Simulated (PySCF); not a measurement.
GeO (charge +1, doublet)

```xyz
2

Ge    0.0000    0.0000   -0.3159
O     0.0000    0.0000    1.4601
```

Theory: PBE0/def2-TZVPPD, non-relativistic Hamiltonian with scalar-relativistic core potentials where named, at a bond length of 1.776 Å (PySCF 2.14.0).

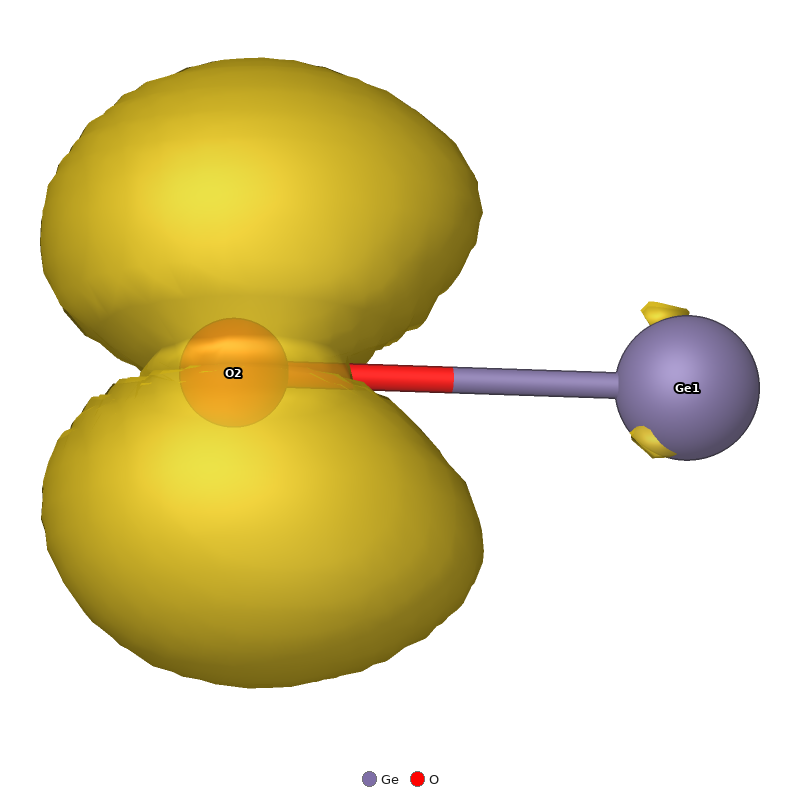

Figure 1. Isosurfaces of the spin density at +0.04 (yellow) and −0.04 e/Å³ (cyan), seen from one side.

> Where is the unpaired spin?

The unpaired spin (1 electron) lies mostly on O2 (about 0.9), in electrons by Hirshfeld's partition.

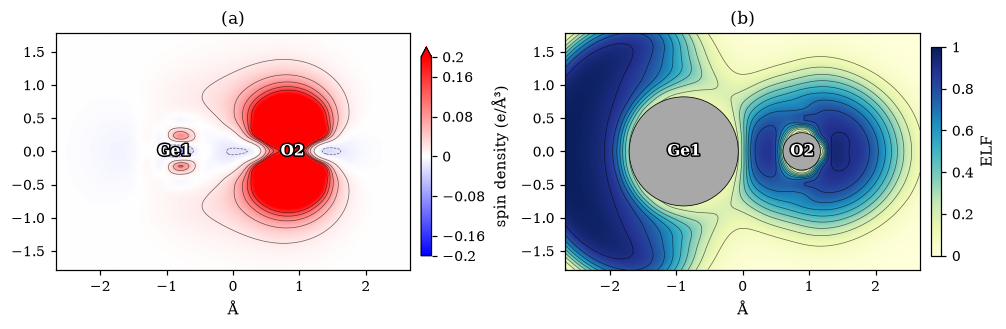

Figure 2. (a) spin density (α minus β); (b) ELF on a plane that holds the molecular axis. Grey discs cover the atomic cores in the ELF map.

> Read the bonding off the picture.

The section cuts through Ge and O sites. Ge–O (1.78 Å): the ELF peaks at about 0.90 in the valence shell of O, 0.5 Å from its nucleus, and is about 0.35 at the midpoint. The ELF also peaks beside O2, away from the bonds: non-bonding electrons, paired or unpaired.

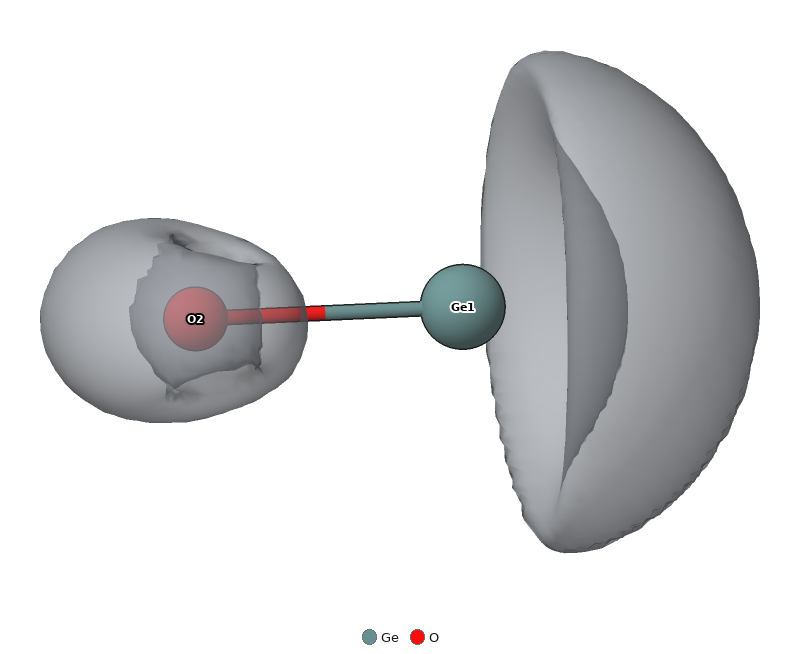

Figure 3. Isosurface of the ELF at 0.8 (grey), seen from one side. Core shells and regions of very low density are left out.

> Where are the electrons localised?

The surface consists of one lobe on Ge, pointing away from the bonds (non-bonding electrons) and one region wrapped around O (its valence shell).
